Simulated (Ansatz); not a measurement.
**BN: response to strain**

The reference is BN (space group P6_3/mmc, No. 194; a = 2.500 Å, c = 6.412 Å; layered, stacked along the Cartesian z axis).

Strains are applied to the cell and any free atomic positions relax.

Calculations: PBEsol-D3(BJ) (Ansatz, a first-principles code), scalar-relativistic without spin-orbit coupling.

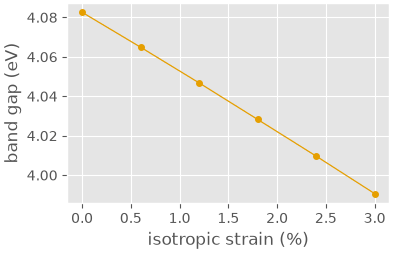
Figure. Band gap against isotropic strain

**Question.** From the plot, what is the band gap for isotropic strain +3.00 %?

**Answer.** About 3.99 eV.

**Question.** Is the trend monotonic over the range shown?

**Answer.** Yes, it falls throughout, spanning 3.99 eV to 4.08 eV.

Stability against distortions was not tested.
